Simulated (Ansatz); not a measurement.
Geometry relaxation, with input and output: AlN2H7F2 (part 3 of 3)

AlN2H7F2; RKS r2SCAN-D4/6-31G* (Ansatz 0.2.0). The run did not end well. The input holds or restrains some coordinates. It belongs to a series of runs on one base structure; here: pulled along the bonds that form and break, towards end A.

Geometry of the input (Å):
```
Al -0.1970  -0.0461  -0.1665
H  1.0492  -1.6136  -0.1726
N  -1.6236  -0.5797  -1.0576
N  0.8082  1.3770  -0.5013
H  0.2898  -0.0726  1.9031
F  -0.9019  -0.0452  1.8244
H  1.2346  -1.0140  0.5804
F  1.4090  -0.3209  1.5593
H  -2.3280  -1.2322  -0.7461
H  -1.8765  -0.2498  -1.9761
H  0.6838  1.9199  -1.3419
H  1.4524  1.8773  0.0947
```

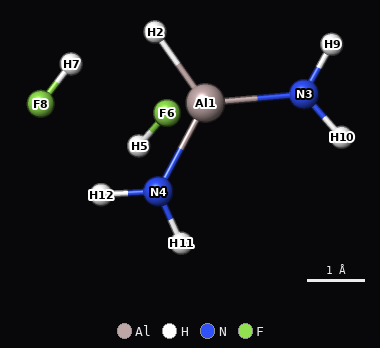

**Figure 1.** The geometry at step 19 of the log (ball-and-stick view, seen at a tilt; atoms are numbered from 1 in the order of the input).

Trajectory as extended XYZ, continued
```
12
Properties=species:S:1:pos:R:3:forces:R:3 step=12 energy=-15120.51710
Al   -0.1342   -0.3608   -0.7132   -0.4601   0.6253  -0.0796
H     0.6300   -1.5858   -0.1583    0.4585  -0.5943   0.3621
N    -1.6990   -0.5869   -1.5241   -0.0074   0.0028  -0.0004
N     0.7072    1.2029   -0.6461   -0.0342   0.0223  -0.0010
H     0.0419    0.2672    2.3749    1.2149   0.2760   0.0174
F    -0.8267   -0.0134    2.2605   -0.9031  -0.3326  -0.3273
H     1.7744   -0.8601    1.1979   -0.4289  -0.8830  -0.7470
F     2.0734   -0.1927    1.7619    0.1192   0.8851   0.7456
H    -2.2177   -1.4563   -1.5148    0.0192   0.0236  -0.0142
H    -2.2764    0.1577   -1.8944   -0.0046  -0.0298   0.0085
H     0.3496    2.0830   -0.9950    0.0315   0.0126   0.0172
H     1.5775    1.3453   -0.1496   -0.0050  -0.0079   0.0187
12
Properties=species:S:1:pos:R:3:forces:R:3 step=13 energy=-15120.52381
Al   -0.1413   -0.3685   -0.7131   -0.4560   0.6511  -0.0768
H     0.6256   -1.5939   -0.1650    0.4566  -0.6113   0.3530
N    -1.7009   -0.5956   -1.5325   -0.0066   0.0010  -0.0036
N     0.6898    1.1992   -0.6045   -0.0493   0.0028   0.0084
H     0.0626    0.3365    2.3059    1.2076   0.3036  -0.0450
F    -0.8045    0.0323    2.2603   -0.9078  -0.3729  -0.2560
H     1.7707   -0.8885    1.2013   -0.4638  -0.9259  -0.7406
F     2.0869   -0.2052    1.7348    0.1689   0.9451   0.7385
H    -2.2009   -1.4754   -1.5550    0.0126   0.0171  -0.0081
H    -2.2905    0.1473   -1.8861   -0.0020  -0.0208   0.0018
H     0.3433    2.0872   -0.9436    0.0189   0.0133   0.0099
H     1.5592    1.3245   -0.1026    0.0208  -0.0031   0.0186
12
Properties=species:S:1:pos:R:3:forces:R:3 step=14 energy=-15120.54129 accepted=F
Al   -0.1480   -0.3726   -0.7085   -0.4331   0.6113  -0.0710
H     0.6213   -1.5999   -0.1668    0.4400  -0.6078   0.3245
N    -1.7014   -0.6012   -1.5380    0.0126   0.0134   0.0003
N     0.6695    1.2002   -0.5596   -0.0521  -0.0006   0.0620
H     0.0737    0.4337    2.2006    0.4699   0.0739  -0.0924
F    -0.7648    0.0310    2.2746   -0.1876  -0.1426  -0.2108
H     1.7595   -0.9259    1.2206   -0.4820  -0.9097  -0.6546
F     2.0931   -0.2182    1.7106    0.2139   0.9583   0.6510
H    -2.1876   -1.4872   -1.5824   -0.0005  -0.0145  -0.0012
H    -2.2982    0.1377   -1.8858   -0.0133   0.0095  -0.0108
H     0.3357    2.0931   -0.8976    0.0062   0.0173   0.0028
H     1.5471    1.3095   -0.0679    0.0259  -0.0086   0.0000
12
Properties=species:S:1:pos:R:3:forces:R:3 step=15 energy=-15120.53092
Al   -0.1455   -0.3792   -0.7133   -0.4515   0.6729  -0.0813
H     0.6231   -1.6060   -0.1711    0.4520  -0.6072   0.3531
N    -1.7006   -0.5999   -1.5424    0.0000  -0.0037   0.0031
N     0.6734    1.1929   -0.5653   -0.0391  -0.0082   0.0169
H     0.0810    0.3830    2.2543    1.1160   0.3335  -0.0959
F    -0.7750    0.0425    2.2645   -0.8261  -0.3988  -0.1995
H     1.7393   -0.8830    1.2098   -0.4886  -0.9144  -0.6974
F     2.1023   -0.2053    1.7210    0.2084   0.9231   0.6889
H    -2.1974   -1.4811   -1.5776    0.0079   0.0127  -0.0081
H    -2.2915    0.1452   -1.8886   -0.0037  -0.0147  -0.0023
H     0.3350    2.0829   -0.9076    0.0129   0.0118   0.0138
H     1.5559    1.3081   -0.0838    0.0117  -0.0072   0.0087
12
Properties=species:S:1:pos:R:3:forces:R:3 step=16 energy=-15120.54119
Al   -0.1480   -0.3823   -0.7136   -0.4154   0.6443  -0.0260
H     0.6221   -1.6076   -0.1686    0.4345  -0.6174   0.3113
N    -1.7004   -0.6020   -1.5475    0.0047   0.0060  -0.0006
N     0.6599    1.1930   -0.5358   -0.0257   0.0288   0.0185
H     0.0786    0.4433    2.2128    0.9123   0.3018  -0.1542
F    -0.7485    0.0345    2.2708   -0.6466  -0.3787  -0.1573
H     1.7498   -0.9170    1.2206   -0.4659  -0.8542  -0.6039
F     2.0881   -0.2034    1.7010    0.2164   0.8909   0.6190
H    -2.1930   -1.4848   -1.5908    0.0018  -0.0011  -0.0056
H    -2.2934    0.1424   -1.8910   -0.0066  -0.0054  -0.0075
H     0.3294    2.0842   -0.8826    0.0073   0.0098   0.0058
H     1.5555    1.2998   -0.0755   -0.0167  -0.0247   0.0004
12
Properties=species:S:1:pos:R:3:forces:R:3 step=17 energy=-15120.54981
Al   -0.1483   -0.3890   -0.7164   -0.4344   0.6435  -0.0160
H     0.6295   -1.6165   -0.1888    0.4250  -0.6144   0.3021
N    -1.6982   -0.6101   -1.5550    0.0124   0.0122  -0.0003
N     0.6295    1.1959   -0.4772   -0.0238   0.0099   0.0160
H     0.0993    0.5117    2.1260    0.9782   0.4267  -0.2549
F    -0.6953    0.0666    2.2720   -0.7473  -0.5060  -0.0582
H     1.7117   -0.9406    1.2437   -0.5321  -0.9052  -0.5874
F     2.0955   -0.2298    1.6900    0.3192   0.9476   0.5935
H    -2.1841   -1.4962   -1.6084    0.0072  -0.0003  -0.0067
H    -2.2945    0.1324   -1.8971   -0.0062  -0.0027  -0.0045
H     0.3102    2.0870   -0.8351    0.0005   0.0064   0.0200
H     1.5447    1.2885   -0.0538    0.0012  -0.0177  -0.0034
12
Properties=species:S:1:pos:R:3:forces:R:3 step=18 energy=-15120.57832
Al   -0.1495   -0.3969   -0.7082   -0.4472   0.5705  -0.0334
H     0.6318   -1.6282   -0.1948    0.4094  -0.6008   0.2660
N    -1.6951   -0.6124   -1.5561    0.0153   0.0263   0.0062
N     0.6081    1.1926   -0.4170    0.0446   0.0209   0.1131
H     0.0874    0.5913    1.9836    0.1346   0.0047  -0.1026
F    -0.6239    0.0592    2.2934    0.0504  -0.0472  -0.2526
H     1.6804   -0.9543    1.2657   -0.5608  -0.9040  -0.4957
F     2.0839   -0.2348    1.6784    0.4316   0.9376   0.5118
H    -2.1750   -1.5009   -1.6258    0.0099   0.0050   0.0007
H    -2.2919    0.1303   -1.8970   -0.0030  -0.0046  -0.0049
H     0.2919    2.0868   -0.7711   -0.0051   0.0082   0.0161
H     1.5519    1.2673   -0.0512   -0.0798  -0.0166  -0.0247
12
Properties=species:S:1:pos:R:3:forces:R:3 step=19 energy=-15120.58536
Al   -0.1444   -0.4104   -0.7063   -0.4321   0.6193  -0.0166
H     0.6325   -1.6451   -0.1959    0.3884  -0.6065   0.2508
N    -1.6878   -0.6138   -1.5602    0.0093   0.0203   0.0036
N     0.5967    1.1825   -0.3722   -0.0214   0.0314   0.0605
H     0.0859    0.6130    1.9303    0.4450   0.3149  -0.3154
F    -0.5873    0.0786    2.2935   -0.2876  -0.3429  -0.0541
H     1.6467   -0.9498    1.2783   -0.6668  -1.0553  -0.4743
F     2.0792   -0.2150    1.6221    0.6179   1.0470   0.5534
H    -2.1729   -1.4994   -1.6300    0.0068   0.0001  -0.0074
H    -2.2800    0.1324   -1.9017    0.0003  -0.0046  -0.0025
H     0.2832    2.0767   -0.7305   -0.0076  -0.0112   0.0182
H     1.5482    1.2504   -0.0276   -0.0521  -0.0124  -0.0163
12
Properties=species:S:1:pos:R:3:forces:R:3 step=20 energy=-15120.62882
Al   -0.1414   -0.4363   -0.7386   -0.4636   0.7433   0.1188
H     0.6323   -1.6663   -0.2131    0.3708  -0.5819   0.2149
N    -1.6814   -0.6283   -1.5989    0.0155   0.0138  -0.0041
N     0.5281    1.1688   -0.2733   -0.0020  -0.0922  -0.0149
H     0.1879    0.6963    1.7877    0.5127   0.6227  -0.6714
F    -0.4319    0.1890    2.2586   -0.5714  -0.6916   0.3718
H     1.5147   -0.9389    1.3400    0.0966   0.0848   0.1373
F     2.1371   -0.2867    1.6242   -0.0823  -0.0872  -0.0986
H    -2.1598   -1.5162   -1.6849    0.0096  -0.0033  -0.0305
H    -2.2821    0.1207   -1.9196    0.0134  -0.0113  -0.0052
H     0.2077    2.0644   -0.6252    0.0085  -0.0178   0.0480
H     1.4889    1.2335    0.0429    0.0923   0.0207  -0.0663
12
Properties=species:S:1:pos:R:3:forces:R:3 step=21 energy=-15120.63378 accepted=F
Al   -0.1644   -0.4034   -0.6810   -0.3087   0.3793  -0.2154
H     0.6290   -1.6196   -0.1523    0.2475  -0.5889   0.1683
N    -1.6795   -0.6174   -1.5810   -0.0205   0.0565   0.0275
N     0.5369    1.2056   -0.2968   -0.0734  -0.0907   0.2473
H     0.1172    0.6155    1.6295   -0.2518   0.0531   0.5342
F    -0.3227    0.1308    2.3437    0.2117   0.1830  -0.9114
H     1.4806   -0.9966    1.4600    0.1587   0.2667   0.1749
F     2.1051   -0.2988    1.5925    0.0589  -0.2452  -0.1240
H    -2.1357   -1.5143   -1.6999    0.0212   0.0357   0.0196
H    -2.2705    0.1219   -1.9419    0.0219  -0.0355   0.0023
H     0.1866    2.0963   -0.6308   -0.0085   0.0060   0.0636
H     1.5174    1.2800   -0.0422   -0.0570  -0.0201   0.0132
12
Properties=species:S:1:pos:R:3:forces:R:3 step=22 energy=-15120.65300
Al   -0.1629   -0.4398   -0.7161   -0.3729   0.5750   0.0498
H     0.6069   -1.6598   -0.1639    0.3207  -0.6011   0.1449
N    -1.6877   -0.6253   -1.5993   -0.0020  -0.0123  -0.0109
N     0.5301    1.1529   -0.2526   -0.0428   0.0510   0.0982
H     0.1774    0.7031    1.7089    0.5054   0.7470  -0.8269
F    -0.3401    0.1865    2.2849   -0.6346  -0.7431   0.4978
H     1.4764   -0.9050    1.3771   -0.6814  -0.6374  -0.0644
F     2.1244   -0.2841    1.5977    0.8709   0.5990   0.1565
H    -2.1301   -1.5220   -1.7574   -0.0125   0.0054   0.0082
H    -2.2879    0.1201   -1.9271    0.0021   0.0119  -0.0280
H     0.1807    2.0589   -0.5432    0.0069   0.0011  -0.0215
H     1.5127    1.2146   -0.0093    0.0403   0.0034  -0.0036
12
Properties=species:S:1:pos:R:3:forces:R:3 step=23 energy=-15120.67724
Al   -0.1670   -0.4490   -0.7046   -0.4031   0.5072   0.0137
H     0.5927   -1.6627   -0.1268    0.2563  -0.6047   0.1037
N    -1.6826   -0.6249   -1.6074   -0.0187   0.0167  -0.0387
N     0.5042    1.1443   -0.1945    0.1477   0.0117   0.0562
H     0.2011    0.6834    1.6531    0.4245   0.9605  -0.9831
F    -0.2712    0.1965    2.2934   -0.6153  -0.8686   0.6813
H     1.4066   -0.8471    1.4190   -0.5033  -0.4049   0.1571
F     2.1496   -0.2992    1.5235    0.7946   0.3155   0.0205
H    -2.1336   -1.5183   -1.7653    0.0080   0.0315   0.0075
H    -2.2540    0.1231   -1.9819    0.0368  -0.0375   0.0107
H     0.1515    2.0440   -0.4954   -0.0707   0.0933  -0.0274
H     1.5029    1.2099   -0.0132   -0.0567  -0.0207  -0.0014
12
Properties=species:S:1:pos:R:3:forces:R:3 step=24 energy=-15120.69120 accepted=F
Al   -0.1756   -0.4430   -0.6961   -0.2414   0.4518   0.1288
H     0.5839   -1.6363   -0.0769    0.1231  -0.6815  -0.0166
N    -1.6715   -0.6280   -1.6291   -0.0088   0.0276  -0.0254
N     0.4762    1.1593   -0.1746   -0.0132   0.3073  -0.0199
H     0.2141    0.7239    1.6280    0.3116   0.8324  -1.0267
F    -0.1732    0.2033    2.3057   -0.5635  -0.8364   0.7613
H     1.3870   -0.9312    1.5358    0.5874   0.7205   0.0607
F     2.1240   -0.3328    1.4095   -0.1438  -0.6856   0.1492
H    -2.1241   -1.5210   -1.7788   -0.0006  -0.0085  -0.0021
H    -2.2293    0.1138   -2.0330    0.0126   0.0000  -0.0035
H     0.1103    2.0593   -0.4752    0.0095  -0.0884  -0.0004
H     1.4781    1.2330   -0.0157   -0.0730  -0.0393  -0.0053
12
Properties=species:S:1:pos:R:3:forces:R:3 step=25 energy=-15120.68691
Al   -0.1785   -0.4498   -0.6890   -0.3677   0.5507  -0.0224
H     0.5651   -1.6599   -0.0883    0.2249  -0.6303   0.0851
N    -1.6720   -0.6270   -1.6292    0.0045   0.0145   0.0034
N     0.4845    1.1540   -0.1867    0.0612  -0.0102   0.0646
H     0.2186    0.6938    1.6524    0.3733   1.0090  -1.0565
F    -0.2021    0.1870    2.3135   -0.6217  -0.9067   0.7588
H     1.3881   -0.8497    1.4557   -0.6727  -0.4526   0.2363
F     2.1492   -0.3232    1.4792    1.0392   0.3893  -0.0483
H    -2.1300   -1.5177   -1.7792    0.0017   0.0094   0.0009
H    -2.2318    0.1203   -2.0202    0.0180  -0.0102  -0.0053
H     0.1244    2.0512   -0.4906   -0.0366   0.0388  -0.0201
H     1.4846    1.2211   -0.0179   -0.0240  -0.0018   0.0035
```

What the run reported

| quantity | value |
| --- | --- |
| outcome | not converged |
| hardware | 2 threads of Intel Xeon (Sapphire Rapids), 16 GiB of memory available, shared host |
| wall time | 52 s (CPU time 1.7 min) |
| peak memory | 0.2 GiB |

Diagnosis

The run did not converge: “geometry relaxation did not converge after 25 steps: max|allowed force component| = 1.06e0 eV/Å without the restraints, 3.55e-1 eV/Å with the forces of `relax.restrain` added, the figure compared with `relax.f_tol` (threshold 1.5e-1). Raise `relax.max_steps` over both its present limit and 25, loosen `relax.f_tol`, or start from a geometry closer to equilibrium …” Its last values are not results.
